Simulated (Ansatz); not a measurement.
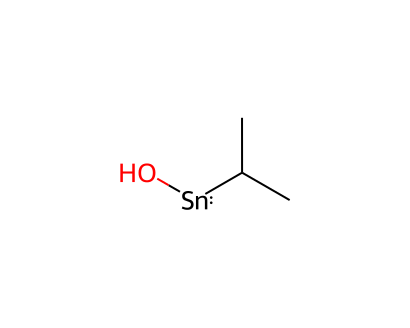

The drawing above gives the connectivity. Computed geometry: PBE0-D4/def2-TZVP optimisation.

Describe the 3D structure.

The molecule is C3H8OSn. SMILES: `C[CH](C)[Sn][OH]`. Coordination: 3 C tetrahedral; 1 Sn bent; 1 O bent.

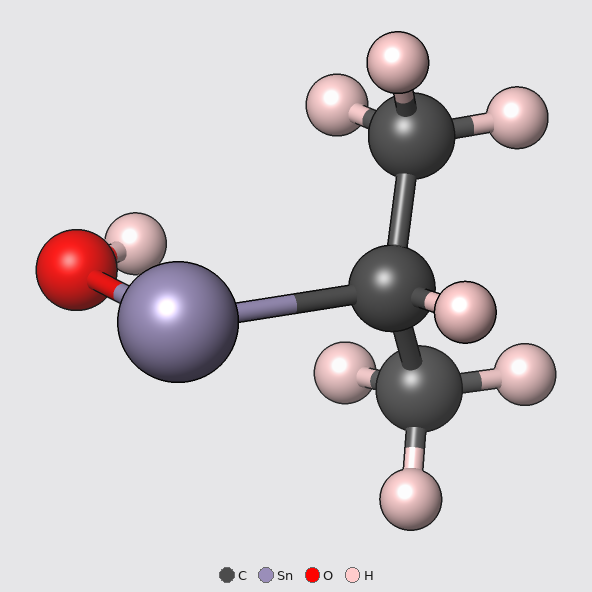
